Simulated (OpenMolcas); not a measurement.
Multiconfigurational calculation for Ir³⁺ (part 2 of 2)

Continued. System: Ir³⁺. Method: state-averaged CASSCF, active space 6 electrons in the shell 5d, basis ANO-RCC-VQZP, DKH2 scalar Hamiltonian, spin-orbit coupling by RASSI with atomic mean-field integrals (OpenMolcas).

### Log (extracts), continued
```
--- RASSI ---
SPIN-FREE ENERGIES:
  (Shifted by EMIN (a.u.) =     -17808.7797938165)

 SF State       Relative EMIN(au)   Rel lowest level(eV)    D:o, cm**(-1)      L_eff

     1             0.0000000000        0.0000000000              0.0000         2.0
     2             0.0000000000        0.0000000000              0.0000         2.0
     3             0.0000000000        0.0000000000              0.0000         2.0
     4             0.0000000000        0.0000000000              0.0000         2.0
     5             0.0000000000        0.0000000000              0.0000         2.0
     6             0.0814746776        2.2170389219          17881.6248         5.0
     7             0.0814746776        2.2170389219          17881.6248         5.0
     8             0.0814746776        2.2170389219          17881.6248         5.0
     9             0.0814746776        2.2170389219          17881.6248         5.0
    10             0.0814746776        2.2170389219          17881.6248         5.0
    11             0.0814746776        2.2170389219          17881.6248         5.0
    12             0.0814746776        2.2170389219          17881.6248         5.0
    13             0.0814746776        2.2170389219          17881.6248         5.0
    14             0.0814746776        2.2170389219          17881.6248         5.0
    15             0.0814746776        2.2170389219          17881.6248         5.0
    16             0.0814746776        2.2170389219          17881.6248         5.0
    17             0.0918768469        2.5000963689          20164.6371         1.0
    18             0.0918768469        2.5000963689          20164.6371         1.0
    19             0.0918768469        2.5000963689          20164.6371         1.0
    20             0.0936273799        2.5477307980          20548.8347         3.0
    21             0.0936273799        2.5477307980          20548.8347         3.0
    22             0.0936273799        2.5477307980          20548.8347         3.0
    23             0.0936273799        2.5477307980          20548.8347         3.0
    24             0.0936273799        2.5477307980          20548.8347         3.0
    25             0.0936273799        2.5477307980          20548.8347         3.0
    26             0.0936273799        2.5477307980          20548.8347         3.0
    27             0.1013341373        2.7574423506          22240.2724         4.0
    28             0.1013341373        2.7574423506          22240.2724         4.0
    29             0.1013341373        2.7574423506          22240.2724         4.0
    30             0.1013341373        2.7574423506          22240.2724         4.0
    31             0.1013341373        2.7574423506          22240.2724         4.0
    32             0.1013341373        2.7574423506          22240.2724         4.0
    33             0.1013341373        2.7574423506          22240.2724         4.0
    34             0.1013341373        2.7574423506          22240.2724         4.0
    35             0.1013341373        2.7574423506          22240.2724         4.0
    51             0.1220849672        3.3221011982          26794.5532         6.0
    52             0.1220849672        3.3221011982          26794.5532         6.0
    53             0.1220849672        3.3221011982          26794.5532         6.0
    54             0.1220849672        3.3221011982          26794.5532         6.0
    55             0.1220849672        3.3221011982          26794.5532         6.0
Eigenvalues of complex Hamiltonian:
   -----------------------------------
  (Shifted by EMIN (a.u.) =     -17808.7797938165)

 SO State       Relative EMIN(au)   Rel lowest level(eV)    D:o, cm**(-1)     J-value

     1            -0.0344261997        0.0000000000              0.0000         3.4
     2            -0.0344261997        0.0000000000              0.0000         3.6
     3            -0.0344261997        0.0000000000              0.0000         1.9
     4            -0.0344261997        0.0000000000              0.0000         3.4
     5            -0.0344261997        0.0000000000              0.0000         3.1
     6            -0.0344261997        0.0000000000              0.0000         3.6
     7            -0.0344261997        0.0000000000              0.0000         3.4
     8            -0.0344261997        0.0000000000              0.0000         3.0
     9            -0.0344261997        0.0000000000              0.0000         3.0
    10            -0.0077052453        0.7271142125           5864.5716         2.4
    11            -0.0077052453        0.7271142125           5864.5716         2.5
    12            -0.0077052453        0.7271142125           5864.5716         2.4
    13            -0.0077052453        0.7271142125           5864.5716         2.4
    14            -0.0077052453        0.7271142125           5864.5716         2.0
    15            -0.0077052453        0.7271142125           5864.5716         1.7
    16            -0.0077052453        0.7271142125           5864.5716         3.0
    17            -0.0058379924        0.7779247507           6274.3863         1.9
    18            -0.0058379924        0.7779247507           6274.3863         1.8
    19            -0.0058379924        0.7779247507           6274.3863         1.4
    20            -0.0058379924        0.7779247507           6274.3863         1.1
    21            -0.0058379924        0.7779247507           6274.3863         1.6
    22             0.0070762062        1.1293379973           9108.7252         0.9
    23             0.0070762062        1.1293379973           9108.7252         0.6
    24             0.0070762062        1.1293379973           9108.7252         0.7
    25             0.0092718668        1.1890849653           9590.6170         0.0
    26             0.0454843043        2.1744755887          17538.3284         3.5
    27             0.0454843043        2.1744755888          17538.3284         3.5
    28             0.0454843043        2.1744755889          17538.3284         3.1
    29             0.0454843042        2.1744755887          17538.3284         2.1
    30             0.0454843043        2.1744755887          17538.3284         3.2
    31             0.0454843043        2.1744755889          17538.3284         3.3
    32             0.0454843043        2.1744755888          17538.3284         3.0
    33             0.0454843043        2.1744755888          17538.3284         3.3
    34             0.0454843043        2.1744755888          17538.3284         3.5
    35             0.0617582505        2.6173122264          21110.0468         4.8
    36             0.0617582505        2.6173122264          21110.0468         4.7
    37             0.0617582505        2.6173122264          21110.0468         4.7
    38             0.0617582505        2.6173122264          21110.0468         4.7
    39             0.0617582505        2.6173122264          21110.0468         5.2
    40             0.0617582505        2.6173122264          21110.0468         4.9
    41             0.0617582505        2.6173122264          21110.0468         5.4
Weights of the five most important spin-orbit-free states for each spin-orbit state.

 SO State  Total energy (au)           Spin-free states, spin, and weights
 -------------------------------------------------------------------------------------------------------
    1        -0.034426       4 2.0  0.2746    3 2.0  0.2035    5 2.0  0.1931    2 2.0  0.0977    1 2.0  0.0972
    2        -0.034426       4 2.0  0.2743    3 2.0  0.2568    1 2.0  0.1129    5 2.0  0.1117    2 2.0  0.1104
    3        -0.034426       2 2.0  0.3989    5 2.0  0.3754   21 1.0  0.0386    4 2.0  0.0382   24 1.0  0.0339
    4        -0.034426       1 2.0  0.2554    4 2.0  0.2009    3 2.0  0.1685    5 2.0  0.1383    2 2.0  0.1030
    5        -0.034426       5 2.0  0.1917    4 2.0  0.1794    2 2.0  0.1689    3 2.0  0.1680    1 2.0  0.1581
    6        -0.034426       4 2.0  0.2770    1 2.0  0.2192    3 2.0  0.1912    2 2.0  0.1391    5 2.0  0.0396
    7        -0.034426       1 2.0  0.3039    4 2.0  0.1821    3 2.0  0.1400    5 2.0  0.1351    2 2.0  0.1050
    8        -0.034426       2 2.0  0.2091    3 2.0  0.2056    5 2.0  0.1909    1 2.0  0.1806    4 2.0  0.0799
    9        -0.034426       2 2.0  0.2269    3 2.0  0.2031    1 2.0  0.2003    5 2.0  0.1832    4 2.0  0.0526
   10        -0.007705       4 2.0  0.4616    5 2.0  0.3764    2 2.0  0.0768    1 2.0  0.0174   24 1.0  0.0130
   11        -0.007705       1 2.0  0.3683    2 2.0  0.3285    4 2.0  0.1358    3 2.0  0.0979   23 1.0  0.0088
   12        -0.007705       3 2.0  0.3306    2 2.0  0.2447    1 2.0  0.1418    4 2.0  0.1207    5 2.0  0.1006
```

### Spin-orbit levels, grouped by J and assigned (the lowest 15)

| Configuration | Level | E (cm⁻¹) | LS purity (%) | Landé g |
| --- | --- | --- | --- | --- |
| 5d⁶ | ⁵D₄ | 0 | 87 | 1.464 |
| 5d⁶ | ⁵D₃ | 5,865 | 94 | 1.480 |
| 5d⁶ | ⁵D₂ | 6,274 | 73 | 1.469 |
| 5d⁶ | ⁵D₁ | 9,109 | 86 | 1.481 |
| 5d⁶ | ⁵D₀ | 9,591 | 83 | – |
| 5d⁶ | J = 4 (even, mixed) | 17,540 | 28 | 1.044 |
| 5d⁶ | ³H₆ | 21,110 | 86 | 1.144 |
| 5d⁶ | ³H₅ | 21,260 | 56 | 1.107 |
| 5d⁶ | ³P₂ | 22,010 | 58 | 1.426 |
| 5d⁶ | ³F₃ | 25,260 | 56 | 0.992 |
| 5d⁶ | ³F₂ | 26,360 | 77 | 0.772 |
| 5d⁶ | J = 4 (even, mixed) | 28,530 | 55 | 1.007 |
| 5d⁶ | ¹S₀ | 30,760 | 55 | – |
| 5d⁶ | ³G₅ | 31,800 | 56 | 1.127 |
| 5d⁶ | ³G₄ | 32,530 | 66 | 1.069 |

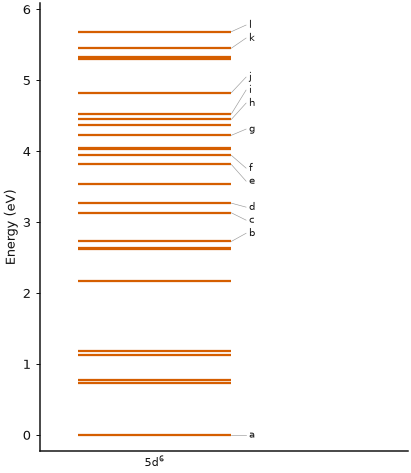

Figure 2. The lowest computed levels of Ir IV (Ir³⁺), 12 of them lettered. a: 5d⁶ ⁵D₄ at 0; b: 5d⁶ ³P₂ at 2.73 eV; c: 5d⁶ ³F₃ at 3.13 eV; d: 5d⁶ ³F₂ at 3.27 eV; e: 5d⁶ ¹S₀ at 3.81 eV; f: 5d⁶ ³G₅ at 3.94 eV; g: 5d⁶ ³D₂ at 4.22 eV; h: 5d⁶ ³D₃ at 4.45 eV; i: 5d⁶ ¹I₆ at 4.53 eV; j: 5d⁶ ³P₁ at 4.82 eV; k: 5d⁶ ¹F₃ at 5.45 eV; l: 5d⁶ ¹D₂ at 5.68 eV.

Outcome of the run: converged.
